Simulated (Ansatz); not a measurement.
## A small benchmark: atomisation enthalpy at 298 K

8 molecules with halogens; the atomisation enthalpy at 298 K in kJ/mol, computed less measured. Shapes, held fixed at every level: PBE0-D4/def2-TZVP. Flexible molecules stand in one conformer, not always the lowest. Thermal terms are harmonic and unscaled (PBE0-D4/def2-TZVP); the spin-orbit lowering of the free atoms is taken from their spectra. Programs: Ansatz 0.2.0. Measured values: Active Thermochemical Tables, CRC Handbook of Chemistry and Physics, NIST-JANAF tables.

Levels: A = r2SCAN0-D4/def2-TZVPP; B = wB97X-V/def2-TZVPP; C = CCSD(T)/def2-SVP; D = CCSD(T)/CBS estimate.

```tsv
molecule	from tabulated heats	A	B	C	D
CH3F (fluoromethane)	1687	-34	-5	-87	-1
SiCl4 (silicon tetrachloride)	1598	-11	+8	-189	0
C2F3N (cyanotrifluoromethane)	2640	-112	+9	-140	-11
C2Cl3F3 (1,1,2-trichlorotrifluoroethane)	2753	-67	+23	-188	-2
C2H3F3 (1,1,2-trifluoroethane)	3057	-131	-56	-214	-66
C2H4F2 (1,1-difluoroethane)	2965	-48	+6	-134	0
C2H5Cl (chloroethane)	2756	-23	-1	-133	-2
C3H5Cl3 (1,2,3-trichloropropane)	3787	-39	+4	-216	-5
```

Task: Sum up the errors.

Result: 
```csv
level,kind,mean error,mean absolute error,worst case
r2SCAN0-D4/def2-TZVPP,global hybrid,-58.1,58.1,C2H3F3
wB97X-V/def2-TZVPP,range-separated hybrid,-1.5,14.0,C2H3F3
CCSD(T)/def2-SVP,coupled cluster or CI,-162.6,162.6,C3H5Cl3
CCSD(T)/CBS estimate,coupled cluster or CI,-10.9,10.9,C2H3F3
```

On this set CCSD(T)/CBS estimate has the smallest mean absolute error and CCSD(T)/def2-SVP the largest. r2SCAN0-D4/def2-TZVPP is too low in 8 of 8; CCSD(T)/def2-SVP is too low in 8 of 8; CCSD(T)/CBS estimate is too low in 6 of 8. The heats of C2F3N, C2Cl3F3, C3H5Cl3 come from older tables and can be uncertain by 10 kJ/mol or more. Heats of the atoms come from ATcT where it has them. The levels differ in basis as well as in method. The tabulated value of C2H3F3 is in doubt (older tables, estimates, or at odds with other calculations) and kept here. Over the 7 molecules whose values aren't doubted the mean absolute errors are A 47.7; B 8.0; C 155.3; D 3.0. Correlated wave functions converge slowly with the basis. The CBS estimate extrapolates MP2 from def2-TZVPP and def2-QZVPP and adds CCSD(T) − MP2 in the triple-zeta set, cores frozen. The set is small.

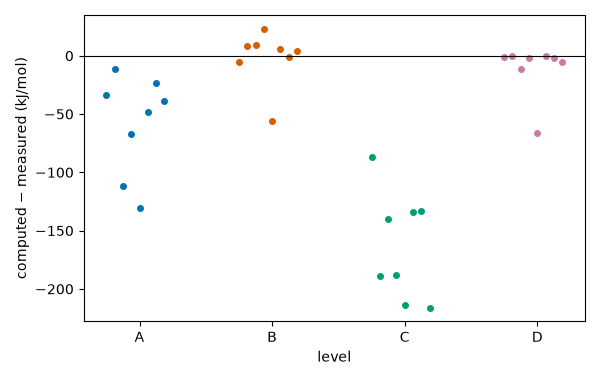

Errors of each level, one point a molecule.
